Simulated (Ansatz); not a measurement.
# UB3LYP/STO-3G run of AlHOF (SMILES [O][AlH][F])

What is the vertical doublet–quartet gap of AlHOF at UB3LYP/STO-3G? 

The calculation is run with Ansatz 0.2.0.

70 further runs of the same task are left out: 5 that didn't finish, 65 set aside as unsound or not needed.

## Step 1: The system as given

AlHOF has 4 atoms, charge 0, and is taken as a doublet. As SMILES, `[O][AlH][F]`. The shape is that of a PBE0-D4/def2-TZVP optimisation.

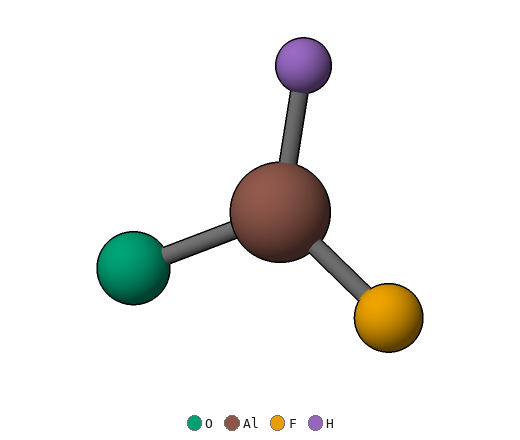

Viewed from a chosen angle; oxygen teal, aluminium brown, fluorine amber, hydrogen purple.

## Step 2: The energy at UB3LYP/STO-3G

job.yaml reads:

```yaml
crystal:
  periodic: [false, false, false]
  atoms:
    - {symbol: O, position_ang: [-0.128300, -1.061600, 1.299400]}
    - {symbol: Al, position_ang: [0.038200, 0.026100, -0.037000]}
    - {symbol: F, position_ang: [-1.126500, -0.010300, -1.192200]}
    - {symbol: H, position_ang: [1.272100, 0.985600, -0.090400]}
basis:
  gaussian: {orbitals: STO-3G}
accuracy: high
magnetization: {spin_polarized: true, initial_magnetization: 1}
hamiltonian: {xc: {name: B3LYP}}
```

Started as:

```bash
$ ansatz run job.yaml --threads 1 --pin off --max-ram 2610MiB --events-out events.jsonl --progress --plain --runs-dir runs
```

Log:

```text
Warning: RAYON_NUM_THREADS=1 ignored (pool sized by the plan → 1); use --threads N
Functional definition: B3LYP
  name "B3LYP"
  parameter a0 = 0.2
  parameter ax = 0.72
  parameter ac = 0.81
  exchange = (1 - a0 - ax)*slater_x + ax*b88_x + a0*exact_x
  correlation = (1 - ac)*vwn_rpa_c + ac*lyp_c
356 factors; integrals over basis functions are off by at most 3.0e-8 eV
mean field evaluation 1: about -11226.1667 eV, gradient 1.9e1 eV
mean field evaluation 2: about -11223.2020 eV, gradient 3.0e1 eV
mean field evaluation 4: about -11229.1218 eV, gradient 1.5e0 eV
mean field evaluation 8: about -11229.1237 eV, gradient 3.1e-2 eV
mean field evaluation 16: about -11229.1238 eV, gradient 1.2e-4 eV
mean field -11229.12379440 eV, -412.6626880707 hartree, gradient 9.6e-8 eV, S^2 0.753160; 2 other end points of the search recorded, 0 dependent functions left out
reference -11229.12381619 eV, -412.6626888716 hartree; 16, 15 occupied and 4, 5 virtual orbitals, 356 factors
Total energy: -11229.12381619 eV, -412.6626888716 hartree
```

Wall time 2.3 s (1 thread of Arm Neoverse V1, shared host); peak memory 0.12 GiB.

## Step 3: The quartet

input.yaml reads:

```yaml
crystal:
  periodic: [false, false, false]
  atoms:
    - {symbol: O, position_ang: [-0.128300, -1.061600, 1.299400]}
    - {symbol: Al, position_ang: [0.038200, 0.026100, -0.037000]}
    - {symbol: F, position_ang: [-1.126500, -0.010300, -1.192200]}
    - {symbol: H, position_ang: [1.272100, 0.985600, -0.090400]}
basis:
  gaussian:
    orbitals: STO-3G
total_charge: 0
magnetization:
  spin_polarized: true
  initial_magnetization: 3
hamiltonian:
  xc: {name: B3LYP}
accuracy: high
```

Started as:

```bash
$ ansatz run input.yaml --threads 1 --pin off --max-ram 2610MiB --events-out events.jsonl --progress --plain --runs-dir runs
```

Log, shortened:

```text
Warning: RAYON_NUM_THREADS=1 ignored (pool sized by the plan → 1); use --threads N
[... 2 set-up lines as earlier in the session ...]
[...]
356 factors; integrals over basis functions are off by at most 3.0e-8 eV
[...]
mean field -11221.72694314 eV, -412.3908588006 hartree, gradient 1.3e-8 eV, S^2 3.752018; 13 other end points of the search recorded, 0 dependent functions left out
reference -11221.72696557 eV, -412.3908596249 hartree; 17, 14 occupied and 3, 6 virtual orbitals, 356 factors
Total energy: -11221.72696557 eV, -412.3908596249 hartree
```

Run time: 9.6 s. Hardware: 1 thread of Arm Neoverse V1, shared host; peak memory 0.12 GiB.

## Step 4: What came out

Level: UB3LYP/STO-3G.

```
                                        quantity          value
                           doublet: total energy  -412.66269 Eh
                                   doublet: ⟨S²⟩          0.753
                           quartet: total energy  -412.39086 Eh
                                   quartet: ⟨S²⟩          3.752
vertical energy of the quartet above the doublet       7.397 eV
```

At this shape the quartet lies 7.40 eV (171 kcal/mol) above the doublet. In a minimal basis such a difference can be off by several eV, whatever the method.
